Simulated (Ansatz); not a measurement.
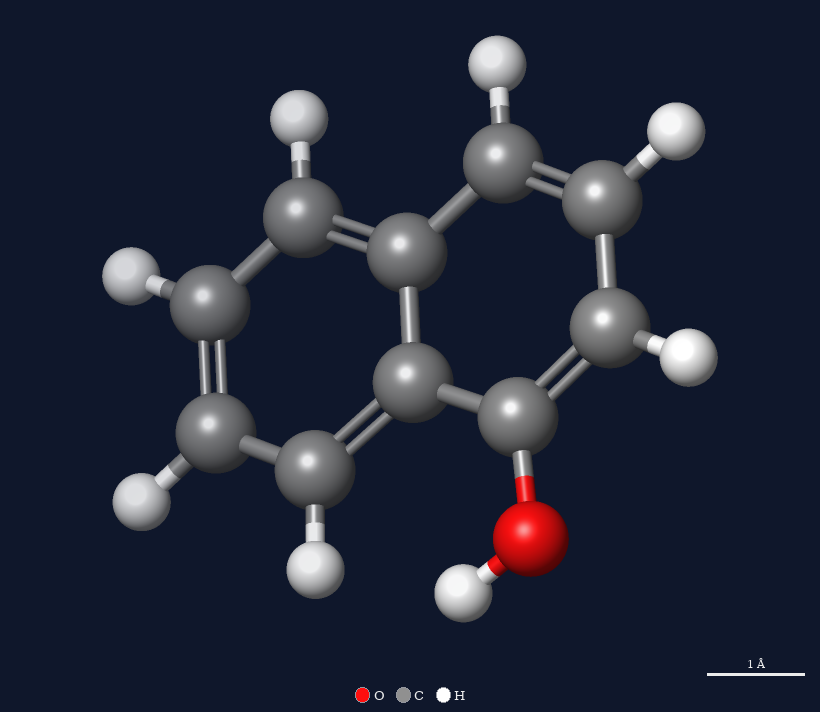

Starting geometry of the run.

The calculation was set up as follows.

```yaml
crystal:
  periodic: [false, false, false]
  atoms:
    - {symbol: O, position_ang: [2.868147, 0.243157, 0.016063]}
    - {symbol: C, position_ang: [1.634120, 0.142010, -0.530740]}
    - {symbol: C, position_ang: [1.542825, 0.143015, -1.898529]}
    - {symbol: C, position_ang: [0.292349, 0.039964, -2.524973]}
    - {symbol: C, position_ang: [-0.855667, -0.065652, -1.789913]}
    - {symbol: C, position_ang: [-0.794029, -0.067549, -0.381198]}
    - {symbol: C, position_ang: [-1.958993, -0.173826, 0.409972]}
    - {symbol: C, position_ang: [-1.893473, -0.171234, 1.775044]}
    - {symbol: C, position_ang: [-0.648970, -0.058657, 2.419710]}
    - {symbol: C, position_ang: [0.499319, 0.045462, 1.683678]}
    - {symbol: C, position_ang: [0.465917, 0.041289, 0.272295]}
    - {symbol: H, position_ang: [2.805588, 0.186410, 0.972580]}
    - {symbol: H, position_ang: [2.453087, 0.222197, -2.480111]}
    - {symbol: H, position_ang: [0.246247, 0.042426, -3.607958]}
    - {symbol: H, position_ang: [-1.821823, -0.148087, -2.274194]}
    - {symbol: H, position_ang: [-2.916489, -0.257741, -0.093009]}
    - {symbol: H, position_ang: [-2.798938, -0.253711, 2.364897]}
    - {symbol: H, position_ang: [-0.600247, -0.052479, 3.502191]}
    - {symbol: H, position_ang: [1.439128, 0.138608, 2.220594]}
basis:
  gaussian: {orbitals: "6-31G*"}
hamiltonian: {xc: {name: r2SCAN}, dispersion: rvv10}
```

It was started with:

```sh
ansatz run in.yaml --threads 4 --pin off --events-out ev --progress --plain --max-ram 41984MiB --backend cpu
```

Output:

```
Functional definition: r2SCAN+rVV10
  name "r2SCAN+rVV10"
  cite "Furness, Kaplan, Ning, Perdew & Sun, J. Phys. Chem. Lett. 11, 8208 (2020) doi:10.1021/acs.jpclett.0c02405"
  cite "Furness, Kaplan, Ning, Perdew & Sun, J. Phys. Chem. Lett. 11, 9248 (2020) doi:10.1021/acs.jpclett.0c03077"
  cite "Vydrov & Van Voorhis, J. Chem. Phys. 133, 244103 (2010) doi:10.1063/1.3521275"
  cite "Sabatini, Gorni & de Gironcoli, Phys. Rev. B 87, 041108(R) (2013) doi:10.1103/PhysRevB.87.041108"
  cite "Ning et al., Phys. Rev. B 106, 075422 (2022) doi:10.1103/PhysRevB.106.075422"
  parent "r2scan"
  parameter k0 = 0.174
  parameter k1 = 0.065
  parameter a1 = 4.9479
  exchange = r2scan_x(k0 = k0, k1 = k1, a1 = a1)
  correlation = r2scan_c + rvv10(11.95, 0.0093)
2109 factors; their error is unknown
mean field evaluation 1: about -12526.2019 eV, gradient 6.8e1 eV
mean field evaluation 2: about -12523.0071 eV, gradient 7.8e1 eV
mean field evaluation 4: about -12537.0751 eV, gradient 8.4e0 eV
mean field evaluation 8: about -12537.2795 eV, gradient 3.5e-1 eV
mean field evaluation 16: about -12537.0788 eV, gradient 3.7e-3 eV
mean field -12537.07884184 eV, -460.7291495005 hartree, gradient 6.0e-5 eV, S^2 0.000000; 0 other end points of the search recorded, 0 dependent functions left out
reference -12537.07885045 eV, -460.7291498168 hartree; 38, 38 occupied and 143, 143 virtual orbitals, 2109 factors
Total energy: -12537.07885045 eV, -460.7291498168 hartree
```

Self-consistency was reached.
